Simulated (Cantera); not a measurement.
Input: 1 mol PH3, a varied amount of O2, at 2025 K and 47.0 mbar.

Equilibrium computed with Cantera from the NASA thermochemical tables; the gas is ideal and each condensed phase is pure. Candidate condensed phases: H2O, P, P4O10; 17 gas species. Gases not in the tables: HPO2, HPO3 and P4O6. Equilibrium is a limit: real reactors are often held back by kinetics, nucleation or transport.

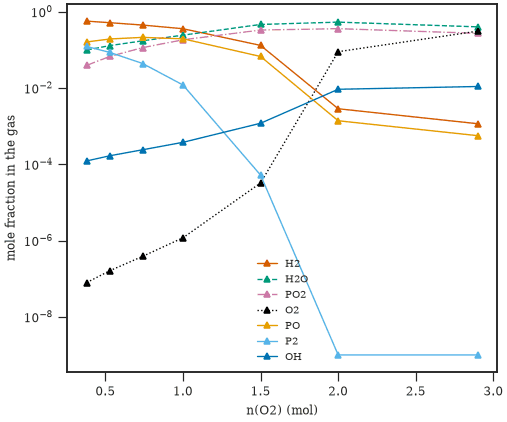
Figure. Equilibrium gas composition (values under 1e-9 drawn at 1e-9)

Task: Read off the mole fractions at 0.38 mol O2.

Result: H2 about 0.57, PO about 0.16, P2 about 0.12, H2O about 0.100, PO2 about 0.039, OH about 0.00012, O2 about 7.9e-8.
